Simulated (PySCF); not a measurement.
Si(F)(Cl)(OH)(NH2), SMILES N[Si](O)(F)Cl (H₃ClFNOSi) at its PBE0/def2-SVP optimised geometry (Å):

```
8

N     -0.9447    -1.8657     1.3945
Si    -0.5005    -0.9991     0.0000
O     -1.1128     0.5209     0.0000
F      1.1128    -0.9991     0.0000
Cl    -1.0870    -1.7993    -1.7915
H     -1.9213    -2.0491     1.5949
H     -0.3551    -2.6312     1.7031
H     -1.0121     0.9991     0.8297
```

Computed with PBE0/def2-TZVP (PySCF 2.14.0).

Map of the log10 of the electron density (e/bohr³), floored at −4 on the plane z = 0.8 Å:

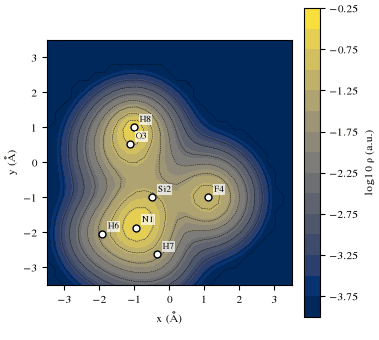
Log10 of the electron density (e/bohr³), floored at −4 on the plane z = 0.8 Å.
